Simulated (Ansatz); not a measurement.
## Electronic structure of C2H5Si (charge −1) in real space

```xyz
8

C    -0.9317    1.0512   -0.8001
Si    0.8027    0.7309   -0.6810
C     0.8040   -0.8006    0.6017
H    -1.7398    0.5081   -0.2735
H    -1.3255    1.8562   -1.4453
H     0.3394   -0.5178    1.5672
H     1.8238   -1.1688    0.8262
H     0.2270   -1.6592    0.2046
```

The highest occupied orbital lies above zero, a sign that basis and functional describe the outermost electron poorly.

The calculation used RKS B3LYP-D4/def2-SVP in Ansatz.

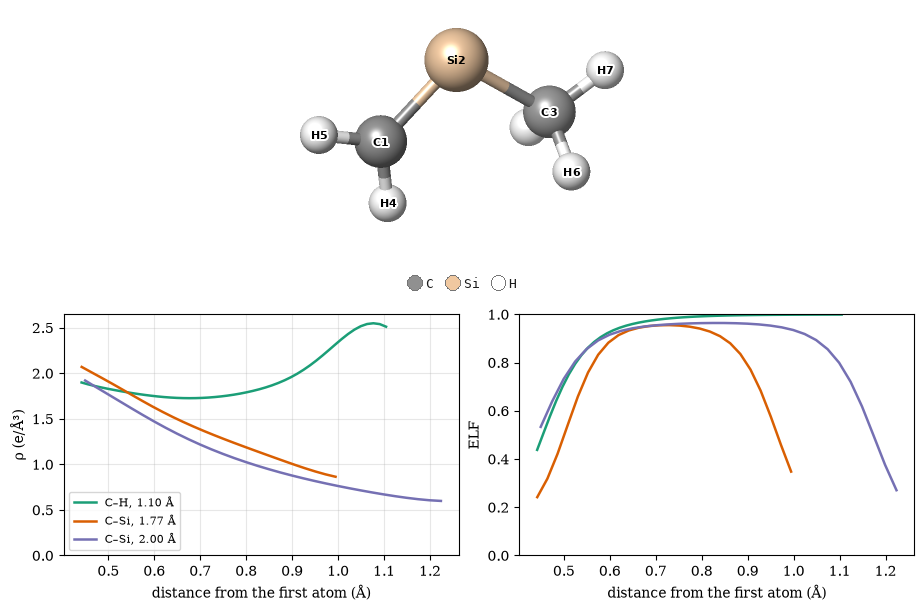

Figure 1. Total electron density and ELF along straight lines between neighbouring atoms. The curves leave out the atomic cores. The structure is drawn too.

Compare the contacts.

C–H (1.10 Å): ρ is about 1.8 e/Å³ halfway; the ELF climbs to about 1 towards the hydrogen, as it does in any bond to H: an ordinary covalent bond to hydrogen.
C–Si (1.77 Å): ρ is about 1 e/Å³ halfway; the ELF peaks at about 0.95 between the atoms; a covalent bond.
C–Si (2.00 Å): the density is about 0.76 e/Å³ at the midpoint; the ELF peaks at about 0.95 between the atoms; a shared electron pair.

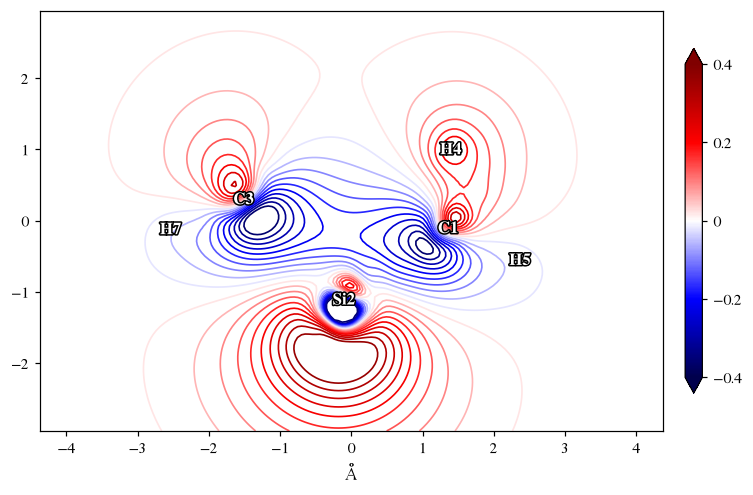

Figure 2. The HOMO on the plane of atoms C1, Si2 and C3 (values in Å⁻³ᐟ²; the overall sign is arbitrary).

What is the character of this orbital?

Its weight (Hirshfeld) is mainly on Si2 (about 75 %), C3 (about 10 %) and C1 (about 10 %). Its energy is 0.40 eV.
